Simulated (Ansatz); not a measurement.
# Al4N4 (charge −1, doublet): what the fields show

The calculation's input:

```
crystal:
  periodic: [false, false, false]
  atoms:
    - {symbol: Al, position_ang: [-1.411493, 1.394051, -0.042300]}
    - {symbol: Al, position_ang: [1.411521, -1.394083, 0.042330]}
    - {symbol: Al, position_ang: [1.396056, 1.411978, -0.050684]}
    - {symbol: Al, position_ang: [-1.396057, -1.411970, 0.050660]}
    - {symbol: N, position_ang: [-2.455272, -0.014577, 0.007699]}
    - {symbol: N, position_ang: [-0.014584, 2.453916, -0.081738]}
    - {symbol: N, position_ang: [2.455258, 0.014607, -0.006910]}
    - {symbol: N, position_ang: [0.014572, -2.453932, 0.080933]}
basis:
  gaussian: {orbitals: def2-TZVPD, initial_orbitals: start.molden}
total_charge: -1
magnetization: {spin_polarized: true, initial_magnetization: 1}
hamiltonian: {xc: pbe0, dispersion: d4}
scf: {omitted_lower_state_checks: [starts]}
output: {orbitals: {seedname: orbitals}}
```

Command:

```sh
ansatz run in.yaml --threads 4 --pin off --events-out ev --progress --plain --max-ram 4787MiB
```

Geometry: r2SCAN-D4/def2-SVPD.

These are results of UKS PBE0-D4/def2-TZVPD (Ansatz 0.2.0), not measurements.

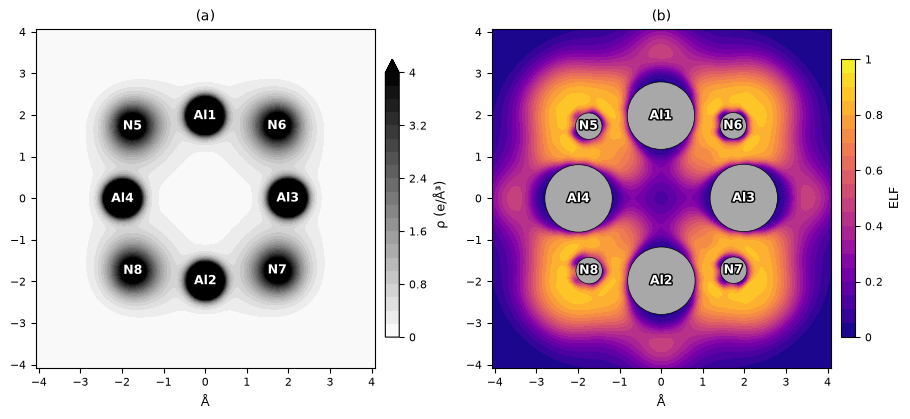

Figure 1. (a) total electron density; (b) electron localisation function on the molecular plane. Grey discs cover the atomic cores in the ELF map.

Interpret the plot.

- The plane passes through Al and N nuclei.
- Al–N (1.75 Å): ρ is about 0.84 e/Å³ halfway; the ELF peaks at about 0.85 in the valence shell of N, 0.7 Å from its nucleus, and is about 0.55 at the midpoint.
- The ELF also peaks beside N8, N7, N5 and N6, away from the bonds: non-bonding electrons, paired or unpaired.

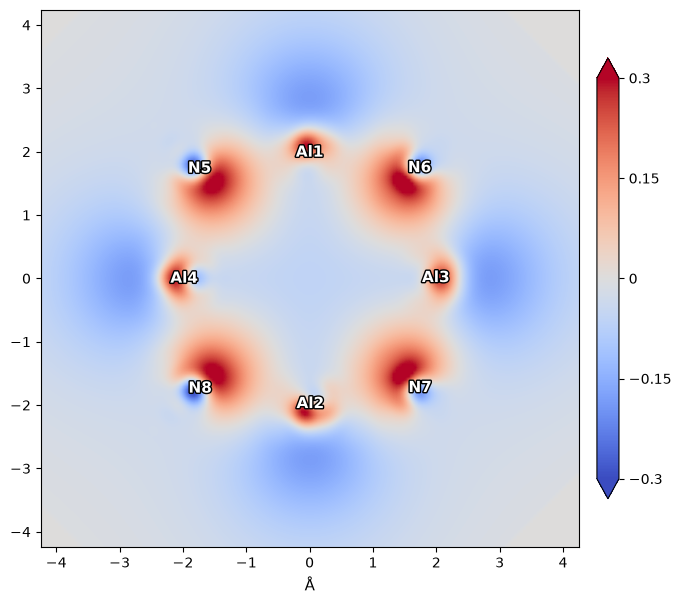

Figure 2. The HOMO (α) on the molecular plane (values in Å⁻³ᐟ²; the overall sign is arbitrary).

What is the character of this orbital?

By Hirshfeld shares it lies mainly on Al1 (about 20 %), Al2 (about 20 %), Al3 (about 20 %) and Al4 (about 20 %); it is symmetric in the molecular plane (an in-plane orbital: σ, lone-pair or in-plane π type); it is gerade (even under inversion). Its energy is −0.63 eV.

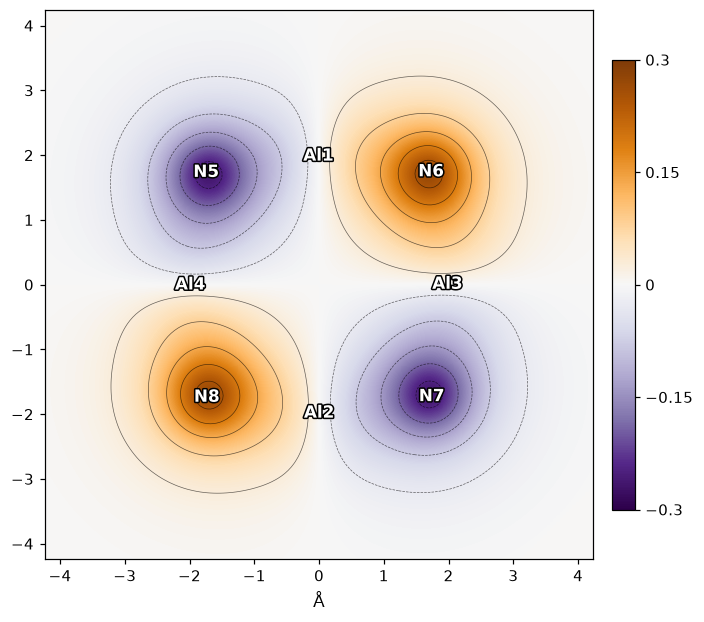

Figure 3. The HOMO−1 (α) on a plane 0.8 Å above the molecular plane (values in Å⁻³ᐟ²; the overall sign is arbitrary).

What is the character of this orbital?

Its weight (Hirshfeld) is mainly on N5 (about 20 %), N6 (about 20 %), N7 (about 20 %) and N8 (about 20 %); it changes sign across the molecular plane (π type); it is ungerade (odd under inversion). Its energy is −2.68 eV.
